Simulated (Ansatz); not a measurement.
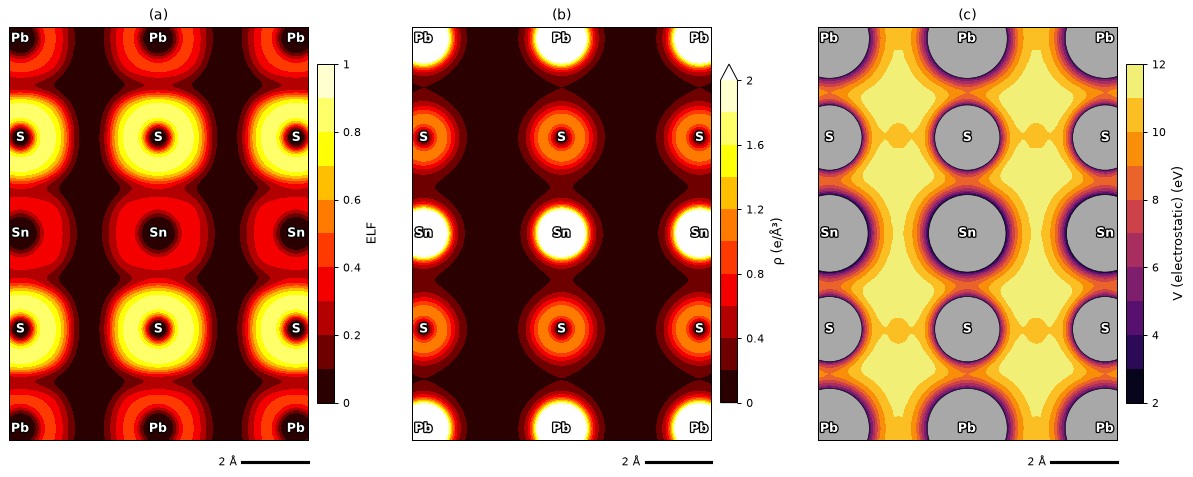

*SnPb3S4. (a) ELF; (b) valence charge density (pseudo); (c) electrostatic potential energy of an electron on the (100) plane of the conventional cell. Grey discs cover the atomic cores in the potential map.*

Space group P4/mmm; a structure generated by program, which may or may not match a known phase.

Computed with Ansatz 0.2.0, DFT PBE, spin-orbit coupling, plane waves, PAW.

Core electrons are frozen (PAW), and the valence fields are smoothed inside the atomic spheres.

### Read the bonding off the picture.

- The section cuts through Sn, Pb and S sites.
- Sn–S (2.93 Å): ρ at the midpoint is about 0.23 e/Å³; the ELF peaks at about 0.85 in the valence shell of S, 0.8 Å from its nucleus, and drops to about 0.30 between the two atoms.
- Between the atoms the lowest density in this plane is 0.02 e/Å³.
- Outside the cores the potential energy rises away from the atoms and is highest about 2.5 Å from the nearest atoms; its zero is arbitrary.
